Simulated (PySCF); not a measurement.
**GeOH₂: singlet, from a T-shaped (ligand arrangement 1) start**

Aim: relax GeOH₂ as a singlet from a T-shaped (ligand arrangement 1) start, check by its vibrations whether the end is a minimum, and collect its spectrum and constants.

Method: PBE0, basis Ge def2-TZVP, O def2-TZVP, H def2-TZVP, no relativity, density fitting; program: PySCF 2.14.0.

### 1 Starting geometry

4 atoms, charge 0, spin multiplicity 1.

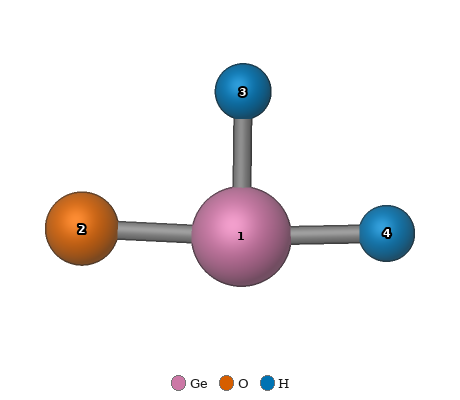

As it starts; germanium pink, oxygen orange, hydrogen blue; atoms are numbered from 1 in the order of the file.

Coordinates in bohr (charge 0 multiplicity 1):
```
Ge    0.5204    0.0000   -0.0521
O    -2.6525    0.0000    0.0587
H     0.5204    0.0000    2.8392
H     3.4099    0.0000    0.0488
```

### 2 Relaxing the singlet from the T-shaped (ligand arrangement 1) start

One driver script runs all steps and calls PySCF; scf.py shows how it sets up the SCF of each step. The optimiser is the driver's own. Before each start the driver seeks the lowest SCF state from one or more starting densities and follows internal instabilities, so scf.py alone need not reach the same state.

The program finds Cs symmetry in the start, which this walk keeps. The walk stops when the largest gradient is under 0.0003 Eh/bohr and the energy has settled too.

Input file scf.py:

```python
from pyscf import gto, scf, dft
mol = gto.M(atom='''
Ge     0.275361     0.000000    -0.027554
O     -1.403639     0.000000     0.031046
H      0.275361     0.000000     1.502446
H      1.804461     0.000000     0.025846''',
    basis={'Ge': 'def2-TZVP', 'O': 'def2-TZVP', 'H': 'def2-TZVP'},
    charge=0, spin=0)
mf = dft.RKS(mol, xc='PBE0')
mf.grids.atom_grid = (50, 194)
aux = {'Ge': 'def2-universal-JKFIT', 'O': 'def2-universal-JKFIT', 'H': 'def2-universal-JKFIT'}
mf = mf.density_fit(auxbasis=aux)
mf.kernel()
```

The runs that follow: Vibrations and properties at this point.

Before running it: what results should come out? Wanted: minimum; geometry; wavenumbers; dipole moment; highest occupied, lowest empty level; polar-tensor charge of Ge1; zero-point energy; atomisation energy.

The runs gave:

| quantity | value |
| --- | --- |
| minimum | singlet, C2v |
| geometry | Ge–H 1.542 Å (×2), Ge–O 1.632 Å; H–Ge–H 113.2°, H–Ge–O 123.4° (×2) |
| wavenumbers (cm⁻¹) | 582 (b2), 599 (b1), 881 (a1), 998 (a1), 2124 (a1), 2127 (b2) |
| dipole moment | 3.92 D |
| highest occupied, lowest empty level | -7.79, -2.38 eV |
| polar-tensor charge of Ge1 | +1.08 e |
| zero-point energy | 43.7 kJ/mol |
| entropy at 298.15 K | 248.5 J/(mol K) |
| atomisation energy (no zero-point energy) | 1027 kJ/mol |

From Cs at the start the molecule goes to a C2v minimum. In the infrared the band at 2127 cm⁻¹ (b2, stretch) leads. Only this shape and spin were tried, so other structures or states may lie lower.
